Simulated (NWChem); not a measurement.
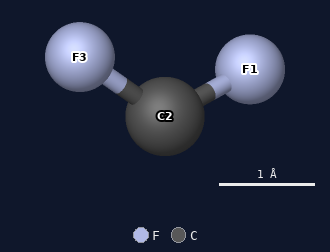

Figure 1. The structure (ball-and-stick view, seen at a tilt; atoms are numbered from 1 in the order of the input).

## Run report: CF2 (charge +1), energy and gradient calculation

CF2, charge +1, multiplicity 2, SMILES F[C+]F, computed with HF/STO-3G, UHF (NWChem 7.3.0).

The geometry comes from this level: PBE0-D4/def2-TZVP.

## Input
```python
from ase import Atoms
from ase.calculators.nwchem import NWChem

mol = Atoms(['F', 'C', 'F'], positions=[
    [0.379110, 0.972980, 0.316190],
    [0.275710, -0.221360, 0.127270],
    [-0.654830, -0.751620, -0.443470],
])

calc = NWChem(
    label='a',
    theory='scf',
    memory='2200 mb',
    basis='STO-3G',
    basispar='spherical bse',
    charge=1,
    scf={'nopen': '1', 'uhf': None, 'thresh': '1e-08', 'maxiter': '80'},
)
mol.calc = calc

forces = mol.get_forces()
e = mol.get_potential_energy()
print(f"E = {e:.6f} eV")
print("forces (eV/A):")
for s, f in zip(mol.symbols, forces):
    print(f"{s:2s} {f[0]:10.5f} {f[1]:10.5f} {f[2]:10.5f}")
```

## File a.nwi
```
title "a"

permanent_dir a

scratch_dir a

start a

geometry units angstrom nocenter noautosym noautoz
  F  3.7911000000000000e-01 9.7297999999999996e-01 3.1619000000000003e-01
  C  2.7571000000000001e-01 -2.2136000000000000e-01 1.2726999999999999e-01
  F  -6.5483000000000002e-01 -7.5161999999999995e-01 -4.4346999999999998e-01
end

charge 1

memory 2200 mb

basis spherical bse noprint
   * library STO-3G
end

scf
  nopen 1
  uhf
  thresh 1e-08
  maxiter 80
end

task scf gradient
```

Hardware: 1 thread of Intel Xeon (Sapphire Rapids), 16 GiB of memory available, shared host.

Run as:
```bash
export ASE_NWCHEM_COMMAND="nwchem PREFIX.nwi > PREFIX.nwo"
python run.py
```

## Log
```
E = -6342.787133 eV
forces (eV/A):
F     0.56796    5.40965    0.91053
C     3.61214   -2.89984    1.66746
F    -4.18010   -2.50981   -2.57794
```

## Summary

| quantity | value |
| --- | --- |
| outcome | converged |
| total energy | −233.093130 hartree |
| basis functions | 15 |
| largest force | 5.515 eV/Å |
| ⟨S²⟩ | 0.757 |
| wall time | 1.3 s |
| peak memory | 0.098 GiB |
